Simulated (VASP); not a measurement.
# A VASP study of Si2W (PBE + D3(BJ)): structure first, properties next, part 3 of 5

Wanted: the relaxed cell of Si2W and its properties. The start is a cell from a database of measured crystal structures.

VASP 6.6.1, plane waves and PAW; the level of theory is named at each step.

So far. Step 4 (Density, ELF and potential (PBE + D3(BJ))): In this run the pressure is 0.00 GPa, small enough to go on. Step 5 (Band structure (PBE + D3(BJ))): There is no gap at this level.

**6. Density of states (PBE + D3(BJ))**

Level of this step: PBE with D3(BJ); plane waves and PAW (Si, W) (VASP).

A density of states needs more k-points than a total energy; ISMEAR = -5 takes tetrahedra, and LORBIT projects the states on the PAW spheres. The mesh is finer than in the run before.

Input file INCAR:

```
SYSTEM = Si2W
PREC = Accurate
ENCUT = 400
EDIFF = 1E-06
NELM = 100
ISMEAR = -5
SIGMA = 0.05
LREAL = .FALSE.
ALGO = Normal
GGA = PE
IVDW = 12
NBANDS = 20
LASPH = .TRUE.
LORBIT = 11
LWAVE = .FALSE.
LCHARG = .FALSE.
KPAR = 2
NEDOS = 2001
```

Input file POSCAR:

```
Si2W
1.0
   -1.5957015018      1.5957015018      3.8947253072
    1.5957015018     -1.5957015018      3.8947253072
    1.5957015018      1.5957015018     -3.8947253072
Si W
2 1
Direct
    0.3343069257      0.3343069257      0.0000000000
    0.6656930743      0.6656930743      0.0000000000
    0.0000000000      0.0000000000      0.0000000000
```

Input file KPOINTS:

```
Automatic mesh
0
Gamma
14 14 14
0 0 0
```

The projector-augmented-wave data sets are Si and W (PBE family, release 64).

On the command line:

```console
$ mpirun -np 2 vasp_std
```

Log:

```text
[... set-up lines as in an earlier step ...]
 entering main loop
       N       E                     dE             d eps       ncg     rms          rms(c)
DAV:   1     0.178669571902E+02    0.17867E+02   -0.47171E+03  9824   0.487E+02
DAV:   2    -0.242060720898E+02   -0.42073E+02   -0.38598E+02 11896   0.123E+02
DAV:   3    -0.257339157662E+02   -0.15278E+01   -0.15063E+01 12360   0.183E+01
DAV:   4    -0.257421564982E+02   -0.82407E-02   -0.82386E-02 11580   0.174E+00
DAV:   5    -0.257422174865E+02   -0.60988E-04   -0.61025E-04 12248   0.142E-01    0.268E+01
DAV:   6    -0.249929632276E+02    0.74925E+00   -0.10054E+00 13984   0.600E+00    0.111E+01
DAV:   7    -0.248853261059E+02    0.10764E+00   -0.16167E-01 10704   0.206E+00    0.565E+00
DAV:   8    -0.248637321207E+02    0.21594E-01   -0.30022E-02 11456   0.931E-01    0.634E-01
DAV:   9    -0.248633807265E+02    0.35139E-03   -0.14227E-03 10904   0.206E-01    0.364E-01
DAV:  10    -0.248633730943E+02    0.76323E-05   -0.20442E-04 11816   0.667E-02    0.921E-02
DAV:  11    -0.248633477503E+02    0.25344E-04   -0.40606E-05 11088   0.325E-02    0.268E-02
DAV:  12    -0.248633501357E+02   -0.23855E-05   -0.16339E-06 10792   0.707E-03    0.880E-03
DAV:  13    -0.248633494850E+02    0.65071E-06   -0.16344E-07  5948   0.277E-03
   1 F= -.26614572E+02 E0= -.26614572E+02  d E =0.000000E+00
 -----------------------------------------------------------------------------
|                                                                             |
|           W    W    AA    RRRRR   N    N  II  N    N   GGGG   !!!           |
|           W    W   A  A   R    R  NN   N  II  NN   N  G    G  !!!           |
|           W    W  A    A  R    R  N N  N  II  N N  N  G       !!!           |
|           W WW W  AAAAAA  RRRRR   N  N N  II  N  N N  G  GGG   !            |
|           WW  WW  A    A  R   R   N   NN  II  N   NN  G    G                |
|           W    W  A    A  R    R  N    N  II  N    N   GGGG   !!!           |
|                                                                             |
|     Tetrahedron method does not include variations of the Fermi             |
|     occupations, so forces and stress will be inaccurate. We suggest        |
|     using a different smearing scheme ISMEAR = 1 or 2 for metals in         |
|     relaxations.                                                            |
|                                                                             |
 -----------------------------------------------------------------------------
```

It took 73 s on 2 MPI ranks of Intel Xeon Platinum 8488C (Sapphire Rapids), shared host; peak memory 0.55 GiB; 2.3 min of CPU time.

OUTCAR, selected parts (step 6):

```text
   k-points           NKPTS =    244   k-points in BZ     NKDIM =    244   number of bands    NBANDS=     20

   NELECT =      14.0000    total number of electrons

 E-fermi :  10.7929

 k-point     1 :       0.0000    0.0000    0.0000
  band No.  band energies     occupation
    ...
      2       3.8228      2.00000
      3       7.0438      2.00000
      4       7.3811      2.00000
      5       7.8949      2.00000
      6       7.8949      2.00000
      7      11.4251     -0.17805
      8      13.6760      0.00000
      9      13.6899      0.00000
     10      13.9903      0.00000
     11      13.9903      0.00000
    ...

 Edisp (eV)   -1.75122

  Total      -0.01500    -0.01500     0.02218     0.00000    -0.00000     0.00000
  in kB      -0.60574    -0.60574     0.89595     0.00000    -0.00000     0.00000
  external pressure =       -0.11 kB  Pullay stress =        0.00 kB

 POSITION                                       TOTAL-FORCE (eV/Angst)
 -----------------------------------------------------------------------------------
      0.00000      0.00000      2.60407         0.000000      0.000000     -0.016166
      0.00000      0.00000      5.18538        -0.000000     -0.000000      0.016166
      0.00000      0.00000      0.00000        -0.000000     -0.000000      0.000000
 -----------------------------------------------------------------------------------
    total drift:                                0.000000      0.000000      0.000000

  FREE ENERGIE OF THE ION-ELECTRON SYSTEM (eV)
  ---------------------------------------------------
  free  energy   TOTEN  =       -26.6145715990 eV

  energy  without entropy=      -26.6145715990  energy(sigma->0) =      -26.61457160

[... 6 parts as in an earlier step ...]

[... 10 further parts left out ...]
```

With tetrahedra the forces and stress of a metal are not exact derivatives of the energy.

This step gave:

| Property | Result |
| --- | --- |
| SCF cycles | 13 |
| irreducible k-points | 244 |
| Fermi energy | 10.79 eV |
| pressure | -0.01052 GPa |
| DOS at the Fermi level | 0.2135 states/eV/cell |

The density of states has structure finer than the step of the table below, so its rows give means over 1 eV, whole bins alone (the curve runs from -12.0 to 5.77 eV). Peaks (eV: height): total -4.3: 1.68, -2.5: 4.84, 2.7: 2.85, 4.5: 2.96; W d -2.6: 2.16, 2.7: 1.41, 3.2: 1.08, 4.5: 0.997; Si p -6.6: 0.302, -2.5: 0.740, 2.7: 0.270, 4.6: 0.405; Si s -9.6: 0.371, -4.4: 0.114, 2.6: 0.249, 4.5: 0.189; W p -2.4: 0.447.

States under -12.0 eV and over 5.8 eV are left out. Table of density of states by energy, zero at the Fermi level; means over each step; values in states/eV/cell:

```csv
energy (eV),total,W d,Si p,Si s,W p,W s
-11,0.550,0.0289,0.0296,0.175,0.0300,0.0421
-10,0.825,0.0982,0.0485,0.259,0.0424,0.0428
-9,0.823,0.112,0.0657,0.234,0.0458,0.0313
-8,0.627,0.122,0.0722,0.139,0.0205,0.0222
-7,0.797,0.161,0.153,0.0643,0.0263,0.0677
-6,1.10,0.227,0.241,0.0372,0.0538,0.0722
-5,0.886,0.230,0.143,0.0769,0.0391,0.0547
-4,1.40,0.510,0.193,0.0838,0.0619,0.0762
-3,3.00,1.39,0.427,0.0764,0.177,0.0410
-2,2.06,0.938,0.312,0.0318,0.152,0.00757
-1,0.828,0.543,0.0728,0.0100,0.0106,7.5e-4
0,0.366,0.232,0.0363,0.00897,0.00651,8.7e-4
1,0.821,0.364,0.110,0.0682,0.0181,0.00641
2,1.84,0.832,0.196,0.144,0.0495,0.0499
3,2.14,0.963,0.206,0.156,0.0548,0.116
4,1.86,0.667,0.214,0.104,0.0517,0.101
5,1.72,0.500,0.272,0.0898,0.0791,0.0724
```

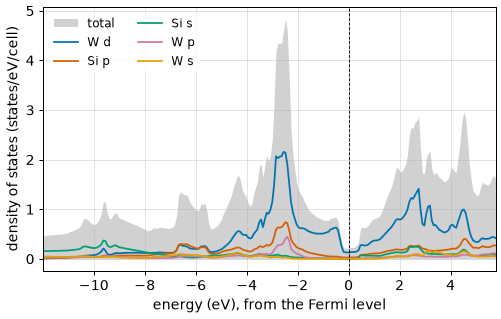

Density of states against energy.

The finer mesh and the other smearing move the Fermi level by -0.00 eV from the 10×10×10 run, a small shift, which tests the Fermi level alone. Of the states within 0.3 eV of the Fermi level, the largest shares in the PAW spheres are W d 62 % and Si p 12 %. The rest lies in smaller channels or between the spheres.

**7. Band structure (PBE + D3(BJ) + SOC)**

This step: PBE with D3(BJ), spin-orbit coupling; plane waves and PAW (Si, W) (VASP 6.6.1).

Levels along the symmetry lines show where the bands peak and cross; KPOINTS_OPT computes them in the converged potential. Spin-orbit coupling needs spinors and the noncollinear program, where each band holds one electron.

Input file INCAR:

```
SYSTEM = Si2W
PREC = Accurate
ENCUT = 400
EDIFF = 1E-06
NELM = 100
ISMEAR = 0
SIGMA = 0.05
LREAL = .FALSE.
ALGO = Normal
GGA = PE
IVDW = 12
LNONCOLLINEAR = .TRUE.
MAGMOM = 0 0 0 0 0 0 0 0 0
NBANDS = 26
GGA_COMPAT = .FALSE.
LASPH = .TRUE.
LSORBIT = .TRUE.
LMAXMIX = 4
LORBIT = 11
LWAVE = .FALSE.
LCHARG = .FALSE.
KPAR = 2
```

POSCAR is that of step 6.

Input file KPOINTS:

```
Automatic mesh
0
Gamma
8 8 8
0 0 0
```

Input file KPOINTS_OPT:

```
Line mode
16
Line-mode
Reciprocal
  0.00000000   0.00000000   0.00000000 GAMMA
  0.00000000   0.00000000   0.50000000 X

  0.00000000   0.00000000   0.50000000 X
 -0.08393047   0.08393047   0.50000000 Y

 -0.08393047   0.08393047   0.50000000 Y
 -0.29196523   0.29196523   0.29196523 S

 -0.29196523   0.29196523   0.29196523 S
  0.00000000   0.00000000   0.00000000 GAMMA

  0.00000000   0.00000000   0.00000000 GAMMA
  0.50000000   0.50000000  -0.50000000 Z

  0.50000000   0.50000000  -0.50000000 Z
  0.29196523   0.70803477  -0.29196523 S1

  0.29196523   0.70803477  -0.29196523 S1
  0.00000000   0.50000000   0.00000000 N

  0.00000000   0.50000000   0.00000000 N
  0.25000000   0.25000000   0.25000000 P

  0.25000000   0.25000000   0.25000000 P
  0.50000000   0.50000000  -0.08393047 Y1

  0.50000000   0.50000000  -0.08393047 Y1
  0.50000000   0.50000000  -0.50000000 Z

  0.00000000   0.00000000   0.50000000 X
  0.25000000   0.25000000   0.25000000 P
```

On the command line:

```console
$ mpirun -np 2 vasp_ncl
```

Log:

```text
[... set-up lines as in an earlier step ...]
 entering main loop
       N       E                     dE             d eps       ncg     rms          rms(c)
DAV:   1     0.240491896557E+02    0.24049E+02   -0.49947E+03  3140   0.764E+02
DAV:   2    -0.234792917334E+02   -0.47528E+02   -0.44220E+02  3822   0.180E+02
DAV:   3    -0.258504887018E+02   -0.23712E+01   -0.23039E+01  4142   0.342E+01
DAV:   4    -0.258877262505E+02   -0.37238E-01   -0.37108E-01  3920   0.464E+00
DAV:   5    -0.258883340516E+02   -0.60780E-03   -0.60729E-03  4018   0.514E-01    0.269E+01
DAV:   6    -0.251592916656E+02    0.72904E+00   -0.18407E+00  4288   0.914E+00    0.111E+01
DAV:   7    -0.250532167588E+02    0.10607E+00   -0.20728E-01  3466   0.336E+00    0.605E+00
DAV:   8    -0.250307351830E+02    0.22482E-01   -0.28050E-02  3858   0.117E+00    0.135E+00
DAV:   9    -0.250302454060E+02    0.48978E-03   -0.18137E-03  4126   0.320E-01    0.366E-01
DAV:  10    -0.250301009182E+02    0.14449E-03   -0.53474E-04  3642   0.159E-01    0.185E-01
DAV:  11    -0.250301161873E+02   -0.15269E-04   -0.99508E-05  3570   0.691E-02    0.366E-02
DAV:  12    -0.250301087837E+02    0.74035E-05   -0.82094E-06  3522   0.208E-02    0.120E-02
DAV:  13    -0.250301088544E+02   -0.70640E-07   -0.99514E-07  2546   0.649E-03
   1 F= -.26781331E+02 E0= -.26781155E+02  d E =-.351105E-03  mag=    -0.0000     0.0000     0.0000
 Start KPOINTS_OPT (optional k-point list driver)
k-point batch [1-59\176]
       N       E                     dE             ncg
DAV:   1     0.741963348264E+04   -0.15460E+05     3100
DAV:   2     0.463297325038E+04   -0.27867E+04     3802
DAV:   3     0.449833239656E+04   -0.13464E+03     4042
DAV:   4     0.449639426925E+04   -0.19381E+01     3818
DAV:   5     0.449636298276E+04   -0.31286E-01     4170
DAV:   6     0.449636256656E+04   -0.41620E-03     3886
DAV:   7     0.449636255756E+04   -0.90013E-05     3814
DAV:   8     0.449636255740E+04   -0.16222E-06     2886
[...]
k-point batch [119-176\176]
       N       E                     dE             ncg
DAV:   1     0.757788965813E+04   -0.21012E+05     3080
DAV:   2     0.499178639167E+04   -0.25861E+04     3700
DAV:   3     0.487584188469E+04   -0.11594E+03     4080
DAV:   4     0.487428777896E+04   -0.15541E+01     3652
DAV:   5     0.487426166735E+04   -0.26112E-01     3760
DAV:   6     0.487426104762E+04   -0.61972E-03     3730
DAV:   7     0.487426103633E+04   -0.11289E-04     3372
DAV:   8     0.487426103582E+04   -0.51187E-06     2698
```

It took 2.8 min on 2 MPI ranks; peak memory 0.66 GiB.

OUTCAR, selected parts (step 7):

```text
   k-points           NKPTS =     59   k-points in BZ     NKDIM =     59   number of bands    NBANDS=     26

   NELECT =      14.0000    total number of electrons

 E-fermi :  10.7385

 k-point     1 :       0.0000    0.0000    0.0000
  band No.  band energies     occupation
    ...
      8       7.3542      1.00000
      9       7.8221      1.00000
     10       7.8221      1.00000
     11       7.9811      1.00000
     12       7.9811      1.00000
     13      11.4492      0.00000
     14      11.4492      0.00000
     15      13.4048      0.00000
     16      13.4048      0.00000
     17      13.6852      0.00000
    ...

 Edisp (eV)   -1.75122

  Total      -0.00352    -0.00352    -0.06452     0.00000    -0.00000     0.00000
  in kB      -0.14209    -0.14209    -2.60604     0.00000    -0.00000     0.00000
  external pressure =       -0.96 kB  Pullay stress =        0.00 kB

 POSITION                                       TOTAL-FORCE (eV/Angst)
 -----------------------------------------------------------------------------------
      0.00000      0.00000      2.60407         0.000000      0.000000      0.000832
      0.00000      0.00000      5.18538        -0.000000     -0.000000     -0.000832
      0.00000      0.00000      0.00000        -0.000000     -0.000000      0.000000
 -----------------------------------------------------------------------------------
    total drift:                                0.000000     -0.000000      0.000000

  FREE ENERGIE OF THE ION-ELECTRON SYSTEM (eV)
  ---------------------------------------------------
  free  energy   TOTEN  =       -26.7813309683 eV

  energy  without entropy=      -26.7809798632  energy(sigma->0) =      -26.78115542

 Spin-Orbit-Coupling matrix elements
 Ion:    1  E_soc:     -0.0011143
 Ion:    2  E_soc:     -0.0011143
 Ion:    3  E_soc:     -0.3341370

 magnetization (x)
# of ion       s       p       d       tot
------------------------------------------
    1        0.000  -0.000   0.000  -0.000
    2        0.000  -0.000   0.000  -0.000
    3        0.000   0.000   0.000   0.000
--------------------------------------------------
tot          0.000  -0.000   0.000  -0.000

 magnetization (y)
# of ion       s       p       d       tot
------------------------------------------
    1        0.000   0.000   0.000   0.000
    2        0.000   0.000   0.000   0.000
    3        0.000   0.000   0.000   0.000
--------------------------------------------------
tot          0.000   0.000   0.000   0.000

 magnetization (z)
# of ion       s       p       d       tot
------------------------------------------
    1        0.000   0.000   0.000   0.000
    2        0.000   0.000   0.000   0.000
    3        0.000   0.000   0.000   0.000
--------------------------------------------------
tot          0.000   0.000   0.000   0.000

[... 6 parts as in an earlier step ...]

[... 10 further parts left out ...]
```

Numbers from this step:

| Item | Value |
| --- | --- |
| bands | 26 |
| irreducible k-points | 59 |
| free energy (TOTEN) | -26.78 eV |
| energy at zero smearing | -26.78 eV |
| Fermi energy | 10.74 eV |
| pressure | -0.09634 GPa |

On-site spin-orbit energy by atom:

```
atom  on-site spin-orbit energy (eV)
 Si1                          -0.001
 Si2                          -0.001
  W3                          -0.334
```

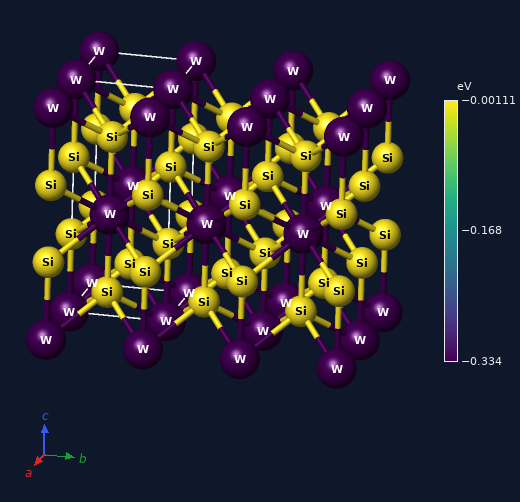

Atoms coloured by on-site spin-orbit energy. 2×3×1 conventional cells are drawn. Some periodic images of atoms are drawn too.

Electronic bands along the path, in eV, zero at the Fermi level; # counts the bands kept, so #1 is VASP's band 3:

| point | #7 | #8 | #9 | #10 | #11 | #12 | #13 | #14 |
| --- | --- | --- | --- | --- | --- | --- | --- | --- |
| Γ | -2.92 | -2.92 | -2.76 | -2.76 | 0.71 | 0.71 | 2.67 | 2.67 |
| X | -5.04 | -5.04 | -3.29 | -3.29 | -1.75 | -1.75 | 2.91 | 2.91 |
| Y | -4.08 | -4.08 | -3.15 | -3.15 | -2.30 | -2.30 | 2.01 | 2.01 |
| S | -2.69 | -2.69 | -2.48 | -2.48 | -0.28 | -0.28 | 1.86 | 1.86 |
| Γ | -2.92 | -2.92 | -2.76 | -2.76 | 0.71 | 0.71 | 2.67 | 2.67 |
| Z | -0.92 | -0.92 | -0.66 | -0.66 | -0.56 | -0.56 | -0.35 | -0.35 |
| S1 | -2.69 | -2.69 | -2.48 | -2.48 | -0.28 | -0.28 | 1.86 | 1.86 |
| N | -2.86 | -2.86 | -2.73 | -2.73 | -0.39 | -0.39 | 2.83 | 2.83 |
| P | -3.10 | -3.10 | -2.53 | -2.53 | -2.29 | -2.29 | 0.20 | 0.20 |
| Y1 | -4.08 | -4.08 | -3.15 | -3.15 | -2.30 | -2.30 | 2.01 | 2.01 |
| Z | -0.92 | -0.92 | -0.66 | -0.66 | -0.56 | -0.56 | -0.35 | -0.35 |
| jump to X | -5.04 | -5.04 | -3.29 | -3.29 | -1.75 | -1.75 | 2.91 | 2.91 |
| P | -3.10 | -3.10 | -2.53 | -2.53 | -2.29 | -2.29 | 0.20 | 0.20 |

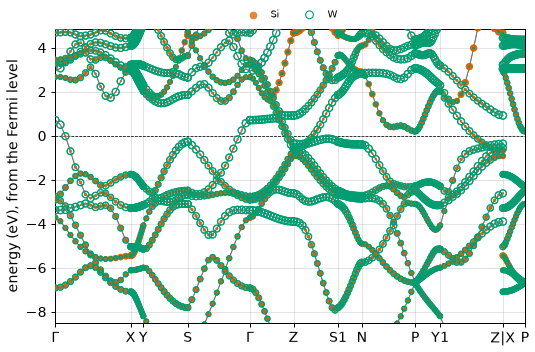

Electronic bands along the path; dots are coloured as in the legend, and their area grows with the weight.

There is no gap at this level.

**8. Volume scan with PBE + D3(BJ)**

This step: PBE with D3(BJ); plane waves and PAW (Si, W) (VASP 6.6.1).

An equation of state needs energies on both sides of the minimum, all on one mesh and cutoff.

Input file INCAR:

```
SYSTEM = Si2W
PREC = Accurate
ENCUT = 400
EDIFF = 1E-06
NELM = 100
ISMEAR = 0
SIGMA = 0.05
LREAL = .FALSE.
ALGO = Normal
GGA = PE
IVDW = 12
NBANDS = 13
LASPH = .TRUE.
LORBIT = 11
LWAVE = .FALSE.
LCHARG = .FALSE.
KPAR = 2
ISIF = 2
```

Input file POSCAR:

```
Si2W
1.0
   -1.5631270248      1.5631270248      3.8152188082
    1.5631270248     -1.5631270248      3.8152188082
    1.5631270248      1.5631270248     -3.8152188082
Si W
2 1
Direct
    0.3343069257      0.3343069257      0.0000000000
    0.6656930743      0.6656930743      0.0000000000
    0.0000000000      0.0000000000      0.0000000000
```

Input file KPOINTS:

```
Automatic mesh
0
Gamma
10 10 10
0 0 0
```

On the command line:

```console
$ mpirun -np 2 vasp_std
```

Log:

```text
[... set-up lines as in an earlier step ...]
 entering main loop
       N       E                     dE             d eps       ncg     rms          rms(c)
DAV:   1     0.215018874920E+02    0.21502E+02   -0.52323E+03  2732   0.757E+02
DAV:   2    -0.235930713974E+02   -0.45095E+02   -0.41366E+02  3353   0.170E+02
DAV:   3    -0.254223054679E+02   -0.18292E+01   -0.17891E+01  3546   0.286E+01
DAV:   4    -0.254441039516E+02   -0.21798E-01   -0.21772E-01  3198   0.362E+00
DAV:   5    -0.254444368220E+02   -0.33287E-03   -0.33281E-03  3705   0.364E-01    0.300E+01
DAV:   6    -0.247583720753E+02    0.68606E+00   -0.17326E+00  3878   0.849E+00    0.133E+01
DAV:   7    -0.246398325168E+02    0.11854E+00   -0.15483E-01  3037   0.269E+00    0.560E+00
DAV:   8    -0.246218475398E+02    0.17985E-01   -0.25264E-02  3452   0.115E+00    0.525E-01
DAV:   9    -0.246215586427E+02    0.28890E-03   -0.14015E-03  3260   0.264E-01    0.284E-01
DAV:  10    -0.246215633788E+02   -0.47361E-05   -0.24436E-04  3370   0.976E-02    0.766E-02
DAV:  11    -0.246215505303E+02    0.12849E-04   -0.31564E-05  3263   0.405E-02    0.199E-02
DAV:  12    -0.246215505276E+02    0.26687E-08   -0.89075E-07  2104   0.773E-03
   1 F= -.26488568E+02 E0= -.26488205E+02  d E =-.725434E-03
```

Run time: 23 s. Hardware: 2 MPI ranks; peak memory 0.38 GiB.

From OUTCAR (step 8):

```text
   ENCUT  =  400.0 eV  29.40 Ry    5.42 a.u.   7.19  7.19  7.19*2*pi/ulx,y,z

   NELECT =      14.0000    total number of electrons

 E-fermi :  11.6348

 k-point     1 :       0.0000    0.0000    0.0000
  band No.  band energies     occupation
    ...
      2       4.2389      2.00000
      3       7.9010      2.00000
      4       7.9607      2.00000
      5       8.5551      2.00000
      6       8.5551      2.00000
      7      12.3261      0.00000
      8      14.2930      0.00000
      9      14.9398      0.00000
     10      15.0206      0.00000
     11      15.0206      0.00000
    ...

 Edisp (eV)   -1.86702

  Total       3.84256     3.84256     4.43466     0.00000    -0.00000     0.00000
  in kB     165.10616   165.10616   190.54740     0.00000    -0.00000     0.00000
  external pressure =      173.59 kB  Pullay stress =        0.00 kB

 POSITION                                       TOTAL-FORCE (eV/Angst)
 -----------------------------------------------------------------------------------
      0.00000      0.00000      2.55091         0.000000      0.000000     -0.192040
      0.00000      0.00000      5.07953         0.000000      0.000000      0.192040
      0.00000      0.00000      0.00000        -0.000000     -0.000000      0.000000
 -----------------------------------------------------------------------------------
    total drift:                                0.000000      0.000000      0.000000

  FREE ENERGIE OF THE ION-ELECTRON SYSTEM (eV)
  ---------------------------------------------------
  free  energy   TOTEN  =       -26.4885675954 eV

  energy  without entropy=      -26.4878421615  energy(sigma->0) =      -26.48820488

[... 3 parts as in an earlier step ...]

[... 13 further parts left out ...]
```

The scan keeps the cell's shape and the fractional positions fixed.

This step gave:

- SCF cycles: 12
- bands: 13
- irreducible k-points: 102
- free energy (TOTEN): -26.49 eV
- energy at zero smearing: -26.49 eV
- Fermi energy: 11.63 eV
- pressure: 17.36 GPa

Force by atom:

```csv
atom,x (eV/Å),y (eV/Å),z (eV/Å),size
Si1,0.000,0.000,-0.192,0.192
Si2,0.000,0.000,0.192,0.192
W3,0.000,0.000,0.000,0.000
```

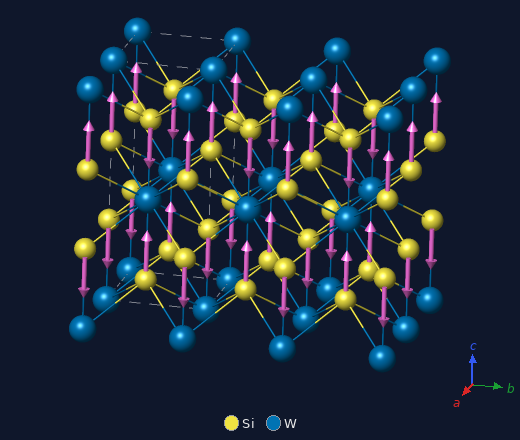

Force as arrows, the longest 0.192 eV/Å. 2×3×1 conventional cells are drawn. Some periodic images of atoms are drawn too.

The pressure here is 17.36 GPa.

(Continued in part 4 of 5.)

[Lines on the potential files, build, host, timing and source positions are cut from VASP's logs without a mark.]

[Logs are printed without paths, hosts, clocks, repeated set-up lines and the standing remarks that a program may print on its own settings, such as how far it seeks lower states.]

[Hosts, paths, dates, database ids (printed as entryN), source tags and the programs' standing remarks are cut or masked in the printed files.]

[Measured values are set beside computed ones only where the two were judged alike; some that the calculation misses by far are left out.]
